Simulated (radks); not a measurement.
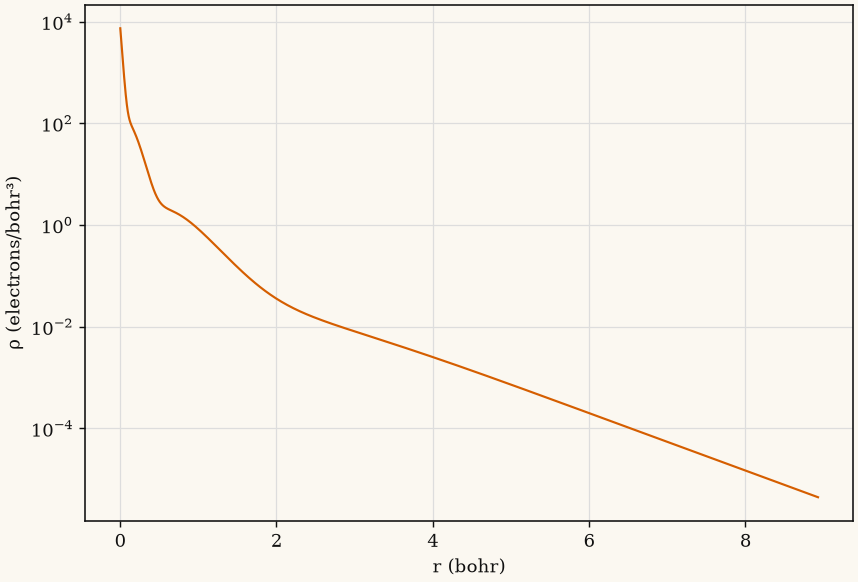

**Figure 1.** The electron density ρ(r) on a logarithmic scale. The density falls from 7400 electrons/bohr³ at the inner end (r = 0.0022 bohr) to 0.001 at r = 4.75 bohr, a common measure of the size of an atom or ion. The highest occupied orbital, 4s down (⟨r⟩ = 3.51 bohr, −4.24 eV), is also the most diffuse and sets the fall-off far out: over the last part drawn ln ρ falls by 1.3 per bohr, against 2√(−2ε) = 1.1 for the pure exponential. At the nucleus d ln ρ/dr is −46 per bohr, near the cusp value −2Z = −46. The steps in the slope mark the shells; the radial density has its minima at 0.10 and 0.53 bohr.

# Atomic calculation for V

A free V atom in the configuration [Ar] 3d3 4s2 (high spin). Computed at this level: non-relativistic Kohn-Sham, PBEsol, spin-polarised, spherical densities, point nucleus (the in-house radial solver radks).

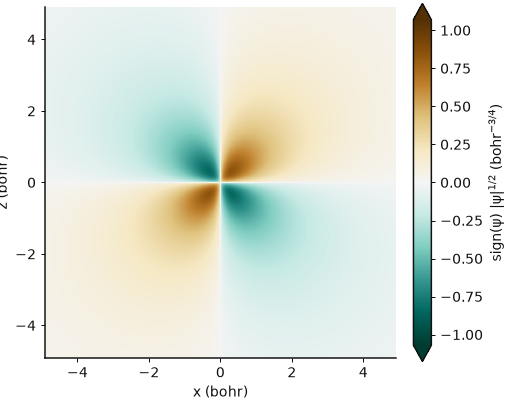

**Figure 2.** One occupied orbital of up spin is shown. In the xz plane through the nucleus, the colour gives the signed square root of ψ. The radial function comes from the spherical calculation and is multiplied by a real spherical harmonic; the overall sign is chosen so that the largest lobe of P(r) is positive. It is 3d(xz) of up spin. It has the nodal planes xy and yz and no radial node. The maximum of P² lies at 0.887 bohr, ⟨r⟩ = 1.40 bohr, 90 % of the charge lies within 2.47 bohr, and the eigenvalue is −6.23 eV, with 3 electrons in the shell for this spin.

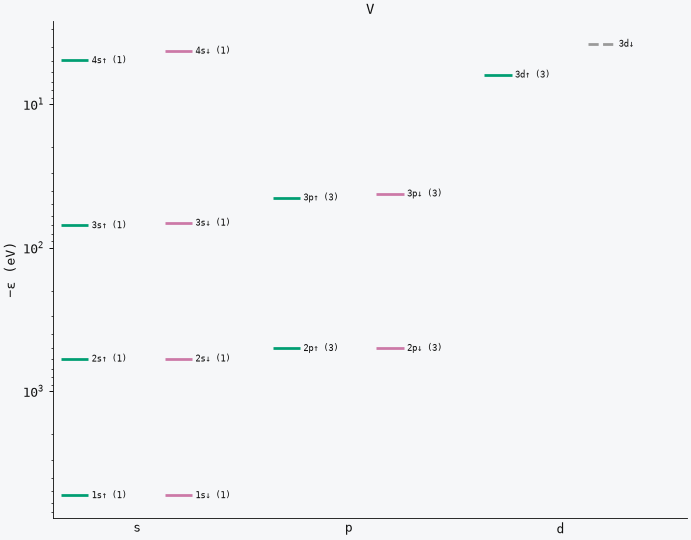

**Figure 3.** The occupied levels and a few empty ones, on a logarithmic scale of binding energy, are drawn by angular momentum (occupations in brackets, up spins at the left of each column and down spins at the right, empty levels dashed). The highest occupied level is 4s down at −4.24 eV. The highest 3 occupied levels, from the top down, are 4s down (−4.24 eV), 4s up (−4.94 eV), 3d up (−6.23 eV). The lowest empty level drawn is 3d down at −3.80 eV. The largest exchange splitting (down less up) among the shells drawn in both spins is that of 3s, 2.78 eV. The open 3d shell lies under a filled one.

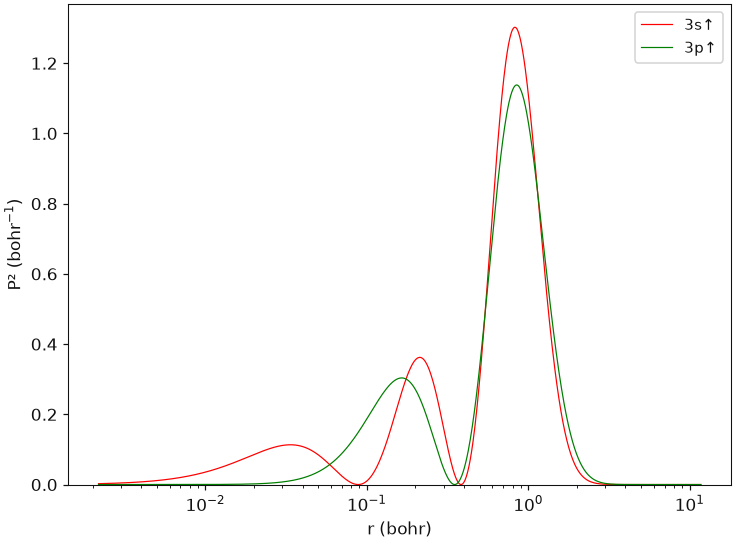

**Figure 4.** The radial probability densities P² of 3p up and 3s up. 3s up: outer maximum at 0.826 bohr, ⟨r⟩ = 0.957 bohr, 2 nodes, eigenvalue −69.9 eV; 3p up: outer maximum at 0.847 bohr, ⟨r⟩ = 1.02 bohr, 1 node, eigenvalue −44.7 eV.

Input and output of the run follow.

### The input
```
Z 23
configuration [Ne] 3s1 3s1 3p6 3d3 4s2
relativity non-relativistic
functional pbe_sol,pbe_sol
spin polarised
nucleus point
```

Energies in input and log are in hartree, lengths in bohr.

### Log
```
1s      1   1.0000        -195.46800993
2s      1   1.0000         -21.84346622
2p      1   3.0000         -18.42893666
3s      1   1.0000          -2.56847891
3p      1   3.0000          -1.64419577
3d      1   3.0000          -0.22901709
4s      1   1.0000          -0.18161045
1s      2   1.0000        -195.46828307
2s      2   1.0000         -21.80559169
2p      2   3.0000         -18.40018044
3s      2   1.0000          -2.46619514
3p      2   3.0000          -1.54295373
3d      2   0.0000          -0.13961809
4s      2   1.0000          -0.15597061
Etot -942.6434928633512
Ekin 941.7154071532289
Encl -2235.9661389229377
Eh 395.48277205208944
Exc -43.87553314573181
err 2.0996978524030972e-09
it 14
```

### Orbitals

| orbital | occupation | energy (eV) | ⟨r⟩ (bohr) | outer maximum (bohr) |
| --- | --- | --- | --- | --- |
| 1s down | 1 | −5319.0 | 0.06710 | 0.0441 |
| 1s up | 1 | −5319.0 | 0.06710 | 0.0441 |
| 2s up | 1 | −594.391 | 0.3115 | 0.258 |
| 2s down | 1 | −593.360 | 0.3111 | 0.258 |
| 2p up | 3 | −501.477 | 0.2755 | 0.209 |
| 2p down | 3 | −500.694 | 0.2751 | 0.209 |
| 3s up | 1 | −69.892 | 0.9569 | 0.826 |
| 3s down | 1 | −67.109 | 0.9582 | 0.827 |
| 3p up | 3 | −44.741 | 1.020 | 0.847 |
| 3p down | 3 | −41.986 | 1.023 | 0.848 |
| 3d up | 3 | −6.232 | 1.403 | 0.887 |
| 4s up | 1 | −4.942 | 3.291 | 2.73 |
| 4s down | 1 | −4.244 | 3.508 | 2.90 |
| 3d down | 0 | −3.799 | 1.537 | 0.896 |

### Summary

```
                       quantity                      value
                        outcome                  converged
                   total energy        −942.643493 hartree
                 kinetic energy         941.715407 hartree
        electron–nucleus energy         −2235.9661 hartree
                 Hartree energy         395.482772 hartree
    exchange–correlation energy         −43.875533 hartree
radius at density 0.001 e/bohr³                  4.75 bohr
                 SCF iterations                         14
                       hardware  1 CPU thread, shared host
```
